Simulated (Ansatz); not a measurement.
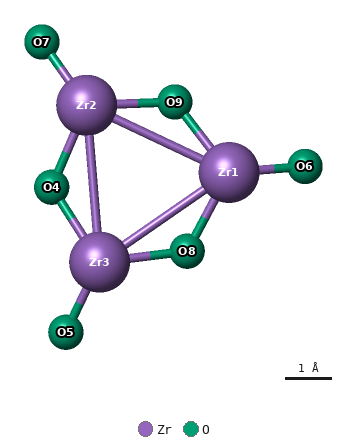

The structure as given in the input (ball-and-stick view, seen on its broad side; atoms are numbered from 1 in the order of the input). Sticks mark near contacts. Bond lengths as drawn: O–Zr 1.80 to 2.00 Å and Zr–Zr 3.49 Å.

**Two runs on Zr$_{3}$O$_{6}$**

System: Zr$_{3}$O$_{6}$.
Method of run 1: RKS PBE-D4/def2-TZVPD (Ansatz 0.2.0).

The geometry comes from this level: PBE-D4/def2-SVP. Text and figures count atoms from 1; the logs count them from 0 in places.

Input, run 1:
```yaml
crystal:
  periodic: [false, false, false]
  atoms:
    - {symbol: Zr, position_ang: [0.948089, 1.583186, -0.871821]}
    - {symbol: Zr, position_ang: [1.057980, -1.725118, 0.248163]}
    - {symbol: Zr, position_ang: [-2.019093, -0.149111, -0.237403]}
    - {symbol: O, position_ang: [-0.904905, -1.577822, 0.615348]}
    - {symbol: O, position_ang: [-3.723607, -0.017678, 0.317070]}
    - {symbol: O, position_ang: [1.763586, 3.184394, -0.842174]}
    - {symbol: O, position_ang: [1.970603, -2.932609, 1.217245]}
    - {symbol: O, position_ang: [-1.009801, 1.567041, -0.453731]}
    - {symbol: O, position_ang: [1.917148, 0.067717, 0.007303]}
basis:
  gaussian: {orbitals: def2-TZVPD, initial_orbitals: start.molden}
hamiltonian: {xc: pbe, dispersion: d4}
scf: {omitted_lower_state_checks: [starts]}
output: {orbitals: {seedname: orbitals}}
```

Launched with:
```bash
ansatz run in.yaml --threads 4 --pin off --events-out ev --progress --plain --max-ram 6963MiB
```

Hardware: 4 threads of Intel Xeon @ 2.50GHz, 31 GiB of memory available, shared host.

Output (run 1):
```
Functional definition: PBE
  parameter kappa = 0.804
  parameter beta = 0.06672455060314922
  exchange = pbe_x(kappa = kappa, mu = beta*pi^2/3)
  correlation = pbe_c(beta = beta)
these checks for a lower state are left out or cut short: starts
2067 factors; their error is unknown
mean field evaluation 1: about -16129.9978 eV, gradient 1.4e1 eV
mean field evaluation 2: about -16130.3511 eV, gradient 3.5e-1 eV
mean field evaluation 4: about -16130.3470 eV, gradient 8.3e-2 eV
mean field -16130.34697926 eV, -592.7793179461 hartree, gradient 4.7e-5 eV, S^2 0.000000; 0 other end points of the search recorded, 0 dependent functions left out
reference -16130.34704718 eV, -592.7793204419 hartree; 42, 42 occupied and 318, 318 virtual orbitals, 2067 factors
Total energy: -16130.72934554 eV, -592.7933696475 hartree
Checks for a lower state left out: starts
```

The input of run 2 differs as follows (lines with − go, lines with + come):
```diff
+magnetization: {spin_polarized: true, initial_magnetization: 2}
```

Predict how the results change.

With the same method and basis, run 2 lies 39.7 kcal/mol higher. The HOMO goes from −6.52 to −5.06 eV. The LUMO goes from −4.91 to −7.00 eV. On the same kind of shared host run 2 took about 6.5 times as long.

Output (run 2):
```
Functional definition: PBE
  parameter kappa = 0.804
  parameter beta = 0.06672455060314922
  exchange = pbe_x(kappa = kappa, mu = beta*pi^2/3)
  correlation = pbe_c(beta = beta)
these checks for a lower state are left out or cut short: starts
2067 factors; their error is unknown
mean field evaluation 1: about -16127.8356 eV, gradient 9.7e0 eV
mean field evaluation 2: about -16128.4975 eV, gradient 2.1e0 eV
mean field evaluation 4: about -16128.6114 eV, gradient 6.8e-2 eV
mean field evaluation 8: about -16128.5415 eV, gradient 3.8e0 eV
mean field evaluation 16: about -16128.6235 eV, gradient 1.4e-3 eV
mean field -16128.62354981 eV, -592.7159830820 hartree, gradient 2.9e-6 eV, S^2 2.005080; 0 other end points of the search recorded, 0 dependent functions left out
reference -16128.62362324 eV, -592.7159857803 hartree; 43, 41 occupied and 317, 319 virtual orbitals, 2067 factors
Total energy: -16129.00592160 eV, -592.7300349860 hartree
Checks for a lower state left out: starts
```

The two runs side by side:

| quantity | run 1 | run 2 |
| --- | --- | --- |
| outcome | converged | converged |
| total energy (hartree) | −592.793370 | −592.730035 |
| HOMO (eV) | −6.52 | −5.06 |
| LUMO (eV) | −4.91 | −7.00 |
| basis functions | 360 | 360 |
| ⟨S²⟩ | – | 2.005 |
| wall time (shared host) | 6.5 s | 43 s |
